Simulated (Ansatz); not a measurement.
# G0W0 on several functionals: TiO2 (Rutile)

Aim: G0W0 for TiO2 (Rutile) on several starting functionals, at one mesh, band count and screening cutoff.

Main program and level: Ansatz 0.2.0; G0W0 on several functionals, plane waves, PAW.

### 1. Starting point

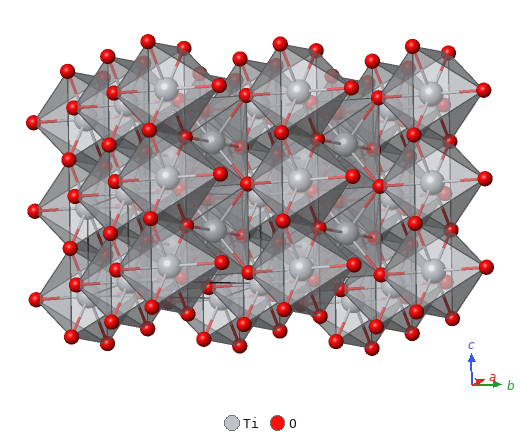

The starting structure, seen slightly off an axis (titanium light grey, oxygen red). 2×2×2 cells are drawn. Some periodic images of atoms are drawn too.

As a file:

```cif
data_structure
_symmetry_space_group_name_H-M 'P4_2/mnm'
_symmetry_Int_Tables_number 136
_cell_length_a 4.5922
_cell_length_b 4.5922
_cell_length_c 2.9574
_cell_angle_alpha 90.000
_cell_angle_beta 90.000
_cell_angle_gamma 90.000
_cell_volume 62.37
loop_
_atom_site_label
_atom_site_type_symbol
_atom_site_symmetry_multiplicity
_atom_site_Wyckoff_symbol
_atom_site_fract_x
_atom_site_fract_y
_atom_site_fract_z
_atom_site_occupancy
Ti1 Ti 2 a 0.00000 0.00000 0.00000 1
O1 O 4 f 0.30496 0.30496 0.00000 1
```

The cell and positions come from the Crystallography Open Database and are kept as given unless a step says otherwise.

### 2. G0W0 on LDA

Now the one-shot GW correction: screening in the RPA, then the self-energy of the levels asked for. This step takes PAW set soft_1 files.

This step: G0W0 on LDA, plane waves, PAW; PAW set soft_1.

File input.yaml:

```yaml
crystal:
  lattice:
    - [4.5922, 0.0, 0.0]
    - [0.0, 4.5922, 0.0]
    - [0.0, 0.0, 2.9574]
  atoms:
    - { symbol: Ti, position: [0.0, 0.0, 0.0] }
    - { symbol: Ti, position: [0.5, 0.5, 0.5] }
    - { symbol: O, position: [0.30496, 0.30496, 0.0] }
    - { symbol: O, position: [0.19504, 0.80496, 0.5] }
    - { symbol: O, position: [0.69504, 0.69504, 0.0] }
    - { symbol: O, position: [0.80496, 0.19504, 0.5] }
kpoints:
  mp_grid: { grid: [4, 4, 4] }
hamiltonian:
  xc: lda
  pseudopotentials: { kind: paw, azcp: { folder: soft_1 }, xc_functional: pbe }
scf:
  occupations: { method: fixed }
gw:
  n_empty_bands: 141
  ecut_chi: 100
  qp_bands: [v2, c2]
  qp_kpoints: band_edges
  screening: { model: contour_deformation }
```

On the command line:

```
ansatz run input.yaml --threads 2 --pin off --max-ram 73728MiB --backend cuda --events-out ev --progress --plain --runs-dir out --devices 1 --max-vram 13GiB
```

Numbers of over 12 decimals in the logs are rounded to 6 here.

Output:

```text
GPUs: using 1 of 1 available (devices: 1).
Engine: ansatz 0.2.0, x86_64-unknown-linux-gnu
Pseudopotentials: kind: paw
Pseudopotential: Ti, paw, valence charge 12, recommended cutoff 420 eV (normal), soft_1/Ti.paw.azcp
Pseudopotential: O, paw, valence charge 6, recommended cutoff 420 eV (normal), soft_1/O.paw.azcp
Functional definition: SPW92
  exchange = slater_x
  correlation = pw_c
device memory: the entry about to start is reckoned to put 0.7 GiB on a device that reports 29.7 GiB free (of which the cap on the GPU budget leaves the run 13.0 GiB)
GPU FFT provider: cuFFT
GPU libraries: cuBLAS 13.8.2, cuFFT 12.4.0, cuSOLVER 12.3.4
Crystal: 6 atoms, lattice volume = 62.367 Å³
Basis set: ecut = 420 eV, 1217 PW (Γ)
Bands: 30, of which v1, the nominal top of the filled ones, is band 24 counted from 1 (23 counted from 0)
Symmetry: 16 space group operations
Space group: P42/mnm (ITA 136), of the structure as read, at distance tolerance 4.0e-5 Å
k-points: 18 of 64
Non-local potential: Ti, projectors of the file, l = 0: 3, l = 1: 2, l = 2: 3, l = 3: 1
Non-local potential: O, projectors of the file, l = 0: 2, l = 1: 2, l = 2: 1
PAW form: soft (Blöchl's): semilocal exchange-correlation on the pseudo side does not see the compensation charge
PAW frozen core: Ti, regenerated for the run's functional, and the local potential with it (the file was generated under x = pbe(κ = 0.804, μ = 0.219515), c = pbe(β = 0.066725))
PAW frozen core: O, regenerated for the run's functional, and the local potential with it (the file was generated under x = pbe(κ = 0.804, μ = 0.219515), c = pbe(β = 0.066725))
PAW one-centre angular grid: Ti, 590 points (default); XC on 64 Gauss nodes
PAW one-centre angular grid: O, 110 points (default); XC on 64 Gauss nodes
Initial density: superposition of atomic densities (chi_scale 0.1, normalization cell, long waves kept (reshape's long-wave potential 0.00 eV rms))
Initial wavefunctions: pseudopotential atomic-orbital guess
GPU buffer pool allocated for 20480 grid points (all kernels)
GPU transforms: local potential and band sums: pruned to the plane-wave sphere, on 32×32×20
Functional: x = slater, c = lda
SCF iter   1: F=—  HF=-7130.615798 eV  |F-HF|=—  |Δ(HF+E_count)|=         —  Δρ=5.40e-2  dr2=1.68e0  ethr=3.10e-3  ⟨swp⟩=4.1  Hψ=1799  notcnv=0  defer=49
preconditioner: auto → Resta (q_TF=auto, 2.612 Å⁻¹)  ε∞=8.8  [insulator: Δε(μ)=1.909 eV  Ē_g=9.502 eV  n_scr=18 (ndim 8)  ℏωp=26.6 eV  f_vac=0.000  ε∞_Penn≈8.8]
SCF iter   2: F=—  HF=-7130.471178 eV  |F-HF|=—  |Δ(HF+E_count)|=   1.45e-1  Δρ=3.26e-2  dr2=5.42e-1  ethr=3.10e-3  ⟨swp⟩=2.8  Hψ=974  notcnv=0  defer=40
SCF iter   3: F=—  HF=-7130.407790 eV  |F-HF|=—  |Δ(HF+E_count)|=   6.34e-2  Δρ=2.09e-2  dr2=2.90e-1  ethr=1.13e-3  ⟨swp⟩=2.0  Hψ=781  notcnv=0  defer=47
SCF iter   4: F=—  HF=-7130.351233 eV  |F-HF|=—  |Δ(HF+E_count)|=   5.66e-2  Δρ=4.03e-3  dr2=1.03e-2  ethr=6.03e-4  ⟨swp⟩=2.7  Hψ=1007  notcnv=0  defer=32
SCF iter   5: F=—  HF=-7130.351719 eV  |F-HF|=—  |Δ(HF+E_count)|=   4.87e-4  Δρ=1.37e-3  dr2=1.41e-3  ethr=2.14e-5  ⟨swp⟩=2.0  Hψ=567  notcnv=0  defer=70
SCF iter   6: F=—  HF=-7130.351712 eV  |F-HF|=—  |Δ(HF+E_count)|=   7.19e-6  Δρ=2.99e-4  dr2=4.20e-5  ethr=2.95e-6  ⟨swp⟩=2.0  Hψ=766  notcnv=0  defer=63
SCF iter   7: F=—  HF=-7130.351714 eV  |F-HF|=—  |Δ(HF+E_count)|=   2.40e-6  Δρ=4.05e-5  dr2=1.03e-6  ethr=8.75e-8  ⟨swp⟩=2.1  Hψ=780  notcnv=0  defer=18
SCF iter   8: F=-7130.351714 eV  HF=-7130.351714 eV  |F-HF|=3.36e-8  |Δ(HF+E_count)|=   1.13e-7  Δρ=9.54e-6  dr2=5.32e-8  ethr=2.08e-10  ⟨swp⟩=7.3  Hψ=1577  notcnv=0
SCF 1 converged in 8 iterations: F = -7130.351714 eV  dr2 = 5.32e-8
  greatest PAW one-centre occupation: 0.998 electrons in one spin orbital (limit 2), on the Ti atom at site 1 (counted from 0), in its partial waves of l = 0
device memory: the entry about to start is reckoned to put 0.8 GiB (of the 0.9 GiB reckoned in all, the device holds 0.1 GiB already) on a device that reports 29.6 GiB free (of which the cap on the GPU budget leaves the run 13.0 GiB)
NSCF: frozen V_eff on 18 k-points, pencils in batches of 32, up to order 120
the band table was solved once the SCF had ended and its energy, with any forces and stress, was formed, with the checks that follow a solve (2307 applications of the Hamiltonian). They found nothing against the state; the energy, forces and stress were not computed again (output.eigenvalues in the input reference)
device memory: the entry about to start is reckoned to put 1.9 GiB on a device that reports 29.7 GiB free (of which the cap on the GPU budget leaves the run 13.0 GiB)
NSCF: frozen V_eff on 18 k-points
G₀W₀ screening: q 1/18
[... further progress lines ...]
SCF converged after 8 iterations
Free energy (F): -7130.351714 eV
Harris-Foulkes:  -7130.351714 eV  (|F-HF|=3.36e-8)
Internal energy: -7130.351714 eV  (E = F + TS)
E sigma→0 (E₀):  -7130.351714 eV
Fermi energy:    8.699557 eV
--- Per-component energies (eV) ---
  E_band       = -404.296831
  E_kinetic    = 1225.287355
  E_local      = -3197.228355  (includes V_loc(G=0)·N_el)
  E_nonlocal   = 339.260522
  E_hartree    = 1199.755230
  E_xc         = -512.518010
  E_vxc        = -653.009417  (∫ρ·V_xc dr)
  E_paw        = -2588.856209  (= ΣΔE_a)
  E_vpaw       = -518.112124  (= ΣTr[D̂ρ^β])
  E_aug_tail   = 0.002990  (compensation charges beyond the density's cutoff)
  E_ewald      = -3597.094824
  E_core_change = 1.039587  (= ΣΔE_core)
  E_smearing   = -0.000000  (= −TS)
  E_closure    = -0.000000  (closes the sum)
  Σ components = -7130.351714   (vs F -7130.351714, Δ=0.00e0)
--- Band table (eV; the first three rows and the last of 18) ---
  k-point 0: bands = [... 20 lower, 8.0117, 8.2626, 8.2626, 8.6996, 10.5078, 10.7989, 11.0540, 11.1467, ... 2 higher]
  k-point 1: bands = [... 20 lower, 6.9062, 7.2042, 7.2042, 8.2236, 10.8669, 11.2009, 11.4909, 11.8056, ... 2 higher]
  k-point 2: bands = [... 20 lower, 6.2690, 6.2690, 7.2600, 7.2600, 11.6349, 11.6349, 11.8161, 11.8161, ... 2 higher]
  k-point 17: bands = [... 20 lower, 7.4015, 7.4015, 8.0279, 8.0279, 11.2391, 11.2391, 11.8631, 11.8631, ... 2 higher]
--- G₀W₀: contour deformation, 7 samples at zero and on the imaginary axis and 1 off it, 64 q-points, 141 empty bands' worth ---
  eigenvalues of the whole cell's RPA ε∞ on this k-mesh (on a slab, of 1 + 4πα/V) = 7.5916, 7.5916, 9.5384; static W/v taken at q = 0 is 0.116497
  bands read: the sum over 165 bands ends inside a degenerate multiplet in 11 slots, whose members it reads at an even weight; the widest, k=2: bands 165 to 166 (counted from 1) at 1/2 each
  gw.qp_kpoints: band_edges: 14 of 18 stored k-points solved, in 1 pass; an edge of the gap read off the rows below is read off those points alone
    valence top: of the k-points left out ik 7 came nearest to being solved in a further pass, in band 23 (counted from 1, as in the quasiparticle table): it holds the edge there only if its correction is more favourable than any solved in that band by at least 0.825 eV; those differ by 0.148 eV
    conduction bottom: of the k-points left out ik 5 came nearest to being solved in a further pass, in band 26 (counted from 1, as in the quasiparticle table): it holds the edge there only if its correction is more favourable than any solved in that band by at least 0.504 eV; those differ by 0.166 eV
    ik  band        ε_KS         Σx   Σc(E_QP)       V_xc       Z   E_QP_lin       E_QP  E_QP is
     0    23      8.2626   -26.1154     4.5241   -21.6931  0.7193     8.3643     8.3645  root
     0    24      8.6996   -25.9777     4.6518   -21.4367  0.7081     8.8101     8.8104  root
     0    25     10.5078   -13.3440    -7.0499   -22.0403  0.7198    12.2301    12.1542  root
     0    26     10.7989   -13.3353    -6.7329   -21.6158  0.7210    12.4124    12.3465  root
     1    23      7.2042   -25.2165     4.1440   -21.2173  0.7145     7.3486     7.3490  root
     1    24      8.2236   -25.3302     4.7757   -20.6077  0.7039     8.2767     8.2768  root
     1    25     10.8669   -13.4514    -7.1929   -22.2151  0.7084    12.5122    12.4377  root
     1    26     11.2009   -13.9553    -7.2084   -22.8166  0.7117    12.9379    12.8537  root
     2    23      7.2600   -25.6825     4.9441   -20.7352  0.7006     7.2568     7.2568  root
     2    24      7.2600   -25.6825     4.9441   -20.7352  0.7006     7.2568     7.2568  root
     2    25     11.6349   -14.6132    -7.0176   -23.1197  0.6888    13.2032    13.1238  root
     2    26     11.6349   -14.6132    -7.0176   -23.1197  0.6888    13.2032    13.1238  root
     3    23      7.8818   -25.5163     4.5359   -21.0766  0.7081     7.9777     7.9779  root
     3    24      8.4658   -25.8156     4.7463   -21.1452  0.7068     8.5416     8.5417  root
     3    25     10.8104   -13.7020    -6.9325   -22.2266  0.7139    12.4786    12.4025  root
     3    26     11.1269   -13.5887    -6.8137   -21.9090  0.7102    12.7031    12.6336  root
     4    23      7.3547   -24.8272     4.4129   -20.5125  0.7001     7.4527     7.4529  root
     4    24      8.1685   -25.5680     4.8201   -20.7962  0.7041     8.2167     8.2168  root
     4    25     10.8259   -13.3161    -7.1319   -22.0230  0.7119    12.4735    12.4009  root
     4    26     11.5375   -14.2276    -7.2736   -23.1055  0.7007    13.2303    13.1417  root
     6    23      7.9489   -25.4166     4.8227   -20.6299  0.7016     7.9849     7.9850  root
     6    24      7.9489   -25.4166     4.8227   -20.6299  0.7016     7.9849     7.9850  root
     6    25     11.1860   -13.7652    -7.0074   -22.3117  0.7058    12.8023    12.7250  root
     6    26     11.1860   -13.7652    -7.0074   -22.3117  0.7058    12.8023    12.7250  root
[...]
15    23      7.6439   -26.0651     4.6196   -21.4953  0.7196     7.6937     7.6938  root
    15    24      7.6439   -26.0651     4.6196   -21.4953  0.7196     7.6937     7.6938  root
    15    25     10.5528   -13.5332    -6.8828   -22.0456  0.7217    12.2547    12.1825  root
    15    26     10.5528   -13.5332    -6.8828   -22.0456  0.7217    12.2547    12.1825  root
    17    23      8.0279   -26.1596     4.7371   -21.4764  0.7132     8.0817     8.0818  root
    17    24      8.0279   -26.1596     4.7371   -21.4764  0.7132     8.0817     8.0818  root
    17    25     11.2391   -13.8480    -6.9025   -22.2467  0.7021    12.8053    12.7353  root
    17    26     11.2391   -13.8480    -6.9025   -22.2467  0.7021    12.8053    12.7353  root
```

Run time: 8.2 s. Hardware: 1 × NVIDIA H100 80GB HBM3 (shared by 6 runs) with 2 threads of AMD EPYC 7R13 (Zen 3), shared host; peak memory 1.1 GiB; 7.7 s of CPU time.

Numbers from this step:

| Quantity | Value |
| --- | --- |
| bands summed | 165 |
| RPA ε∞ on this mesh (eigenvalues) | 7.592, 7.592, 9.538 |
| plane waves in the screening matrix | 145 |
| q-points in the mesh | 64 |
| G0W0 gap on the mesh | 3.277 eV |
| k of the valence top | 0, 0, 0 |
| k of the conduction bottom | 0, -0.5, -0.5 |
| starting gap on the mesh | 1.808 eV |
| Z at the valence top | 0.7081 |
| Z at the conduction bottom | 0.7202 |
| least direct G0W0 gap on the computed points | 3.344 eV |

The gap on the mesh goes from 1.81 eV to 3.28 eV, a correction of +1.47 eV, though a band edge has moved to another state.

### 3. G0W0 on PBE

One-shot GW remembers its start. Another functional's orbitals and levels show by how much.

This step: G0W0 on PBE, plane waves, PAW; PAW set soft_1.

Edit input.yaml of step 2 so:

```diff
@@ -15,4 +15,4 @@
 hamiltonian:
-  xc: lda
-  pseudopotentials: { kind: paw, azcp: { folder: soft_1 }, xc_functional: pbe }
+  xc: pbe
+  pseudopotentials: { kind: paw, azcp: { folder: soft_1 } }
 scf:
```

Output:

```text
GPUs: using 1 of 1 available (devices: 1).
[...]
GPU FFT provider: cuFFT
GPU libraries: cuBLAS 13.8.2, cuFFT 12.4.0, cuSOLVER 12.3.4
Crystal: 6 atoms, lattice volume = 62.367 Å³
Basis set: ecut = 420 eV, 1217 PW (Γ)
Bands: 30, of which v1, the nominal top of the filled ones, is band 24 counted from 1 (23 counted from 0)
Symmetry: 16 space group operations
[...]
k-points: 18 of 64
[...]
GPU buffer pool allocated for 20480 grid points (all kernels)
[...]
SCF iter   1: F=—  HF=-7277.513915 eV  |F-HF|=—  |Δ(HF+E_count)|=         —  Δρ=6.60e-2  dr2=2.64e0  ethr=3.10e-3  ⟨swp⟩=4.1  Hψ=1721  notcnv=0  defer=50
[...]
SCF iter   9: F=-7277.279843 eV  HF=-7277.279843 eV  |F-HF|=4.91e-11  |Δ(HF+E_count)|=   5.19e-8  Δρ=2.51e-6  dr2=3.14e-9  ethr=2.08e-10  ⟨swp⟩=6.9  Hψ=1529  notcnv=0
SCF 1 converged in 9 iterations: F = -7277.279843 eV  dr2 = 3.14e-9
[...]
NSCF: frozen V_eff on 18 k-points, pencils in batches of 32, up to order 120
[...]
NSCF: frozen V_eff on 18 k-points
G₀W₀ screening: q 1/18
[... further progress lines ...]
SCF converged after 9 iterations
Free energy (F): -7277.279843 eV
[...]
Internal energy: -7277.279843 eV  (E = F + TS)
E sigma→0 (E₀):  -7277.279843 eV
Fermi energy:    9.071151 eV
[...]
--- Band table (eV; the first three rows and the last of 18) ---
  k-point 0: bands = [... 20 lower, 8.3824, 8.6410, 8.6410, 9.0712, 10.9662, 11.2760, 11.4978, 11.5890, ... 2 higher]
  k-point 1: bands = [... 20 lower, 7.2986, 7.6037, 7.6037, 8.6092, 11.3173, 11.6462, 11.9241, 12.2275, ... 2 higher]
  k-point 2: bands = [... 20 lower, 6.7144, 6.7144, 7.6506, 7.6506, 12.0554, 12.0554, 12.2526, 12.2526, ... 2 higher]
  k-point 17: bands = [... 20 lower, 7.7971, 7.7971, 8.4049, 8.4049, 11.6817, 11.6817, 12.2981, 12.2981, ... 2 higher]
[...]
0    23      8.6410   -26.2010     4.6086   -21.5703  0.7200     8.6189     8.6189  root
     0    24      9.0712   -26.1163     4.7754   -21.3290  0.7086     9.0592     9.0593  root
     0    25     10.9662   -13.3537    -6.9632   -21.7083  0.7191    12.4081    12.3575  root
     0    26     11.2760   -13.3679    -6.6575   -21.3217  0.7202    12.6160    12.5723  root
     1    23      7.6037   -25.2849     4.2369   -21.0250  0.7150     7.5807     7.5807  root
     1    24      8.6092   -25.5036     4.9060   -20.5165  0.7043     8.5281     8.5283  root
     1    25     11.3173   -13.4437    -7.1232   -21.8917  0.7075    12.6923    12.6421  root
     1    26     11.6462   -13.9505    -7.1147   -22.4896  0.7116    13.1285    13.0706  root
[...]
17    23      8.4049   -26.2457     4.8296   -21.3387  0.7137     8.3274     8.3276  root
    17    24      8.4049   -26.2457     4.8296   -21.3387  0.7137     8.3274     8.3276  root
    17    25     11.6817   -13.8504    -6.8446   -21.9685  0.7015    13.0039    12.9552  root
    17    26     11.6817   -13.8504    -6.8446   -21.9685  0.7015    13.0039    12.9552  root
```

Wall time 11 s (1 × NVIDIA H100 80GB HBM3 (shared by 6 runs) with 2 threads); peak memory 1.1 GiB; 12 s of CPU time.

Numbers from this step:

```
bands summed                                 : 165
RPA ε∞ on this mesh (eigenvalues)            : 7.307, 7.307, 9.117
plane waves in the screening matrix          : 145
q-points in the mesh                         : 64
G0W0 gap on the mesh                         : 3.233 eV
k of the valence top                         : 0, 0, 0
k of the conduction bottom                   : 0, -0.5, -0.5
starting gap on the mesh                     : 1.895 eV
Z at the valence top                         : 0.7086
Z at the conduction bottom                   : 0.7190
least direct G0W0 gap on the computed points : 3.298 eV
```

Against the run with 4×4×4 mesh, 141 empty bands, screening to 100 eV, PAW set soft_1 files on LDA, the gap moves by −0.04 eV, while the start moved by +0.09 eV.

### 4. G0W0 on r2SCAN

This step: G0W0 on r2SCAN, plane waves, PAW; PAW set soft_1.

Edit input.yaml of step 3 so:

```diff
@@ -15,3 +15,3 @@
 hamiltonian:
-  xc: pbe
+  xc: r2scan
   pseudopotentials: { kind: paw, azcp: { folder: soft_1 } }
```

Output:

```text
GPUs: using 1 of 1 available (devices: 1).
[...]
GPU FFT provider: cuFFT
GPU libraries: cuBLAS 13.8.2, cuFFT 12.4.0, cuSOLVER 12.3.4
Crystal: 6 atoms, lattice volume = 62.367 Å³
Basis set: ecut = 500 eV, 1559 PW (Γ), exchange–correlation on 144×144×96 points (64 copies of the dense FFT grid, shifted against one another)
Bands: 30, of which v1, the nominal top of the filled ones, is band 24 counted from 1 (23 counted from 0)
[...]
1    26     11.6667   -13.8188    -6.9805   -22.1005  0.7224    13.0084    12.9678  root
[...]
17    23      8.0405   -26.2818     4.7092   -21.7571  0.7268     8.2244     8.2250  root
    17    24      8.0405   -26.2818     4.7092   -21.7571  0.7268     8.2244     8.2250  root
    17    25     11.6834   -13.6591    -6.8016   -21.6486  0.7125    12.9072    12.8713  root
    17    26     11.6834   -13.6591    -6.8016   -21.6486  0.7125    12.9072    12.8713  root
[key lines of the parts left out:]
SCF converged after 8 iterations
Free energy (F): -7292.561772 eV
Fermi energy:    8.741742 eV
```

Run time: 9.5 s. Hardware: 1 × NVIDIA H100 80GB HBM3 (shared by 6 runs) with 2 threads; peak memory 1.3 GiB.

Numbers from this step:

```
bands summed                                 : 165
RPA ε∞ on this mesh (eigenvalues)            : 6.380, 6.380, 7.852
plane waves in the screening matrix          : 145
G0W0 gap on the mesh                         : 3.202 eV
k of the valence top                         : 0, 0, 0
k of the conduction bottom                   : 0, -0.5, -0.5
starting gap on the mesh                     : 2.232 eV
least direct G0W0 gap on the computed points : 3.254 eV
```

Against the run with 4×4×4 mesh, 141 empty bands, screening to 100 eV, PAW set soft_1 files on PBE, the gap moves by −0.03 eV, while the start moved by +0.34 eV.

(Part 1 of 2 ends here.)

[Paths, hosts, dates, memory and timing lines, banners, echoed tables and standing remarks are left out of the program output.]

[Logs are printed without paths, hosts, clocks, repeated set-up lines and the standing remarks that a program may print on its own settings, such as how far it seeks lower states.]

[Runs of the session that timed out or met a known fault of the program may be left out.]

[Cells called generated may have been cut or substituted from an entry of the Crystallography Open Database or the Materials Project.]

[Hosts, paths, dates, database ids (printed as entryN), source tags and the programs' standing remarks are cut or masked in the printed files.]
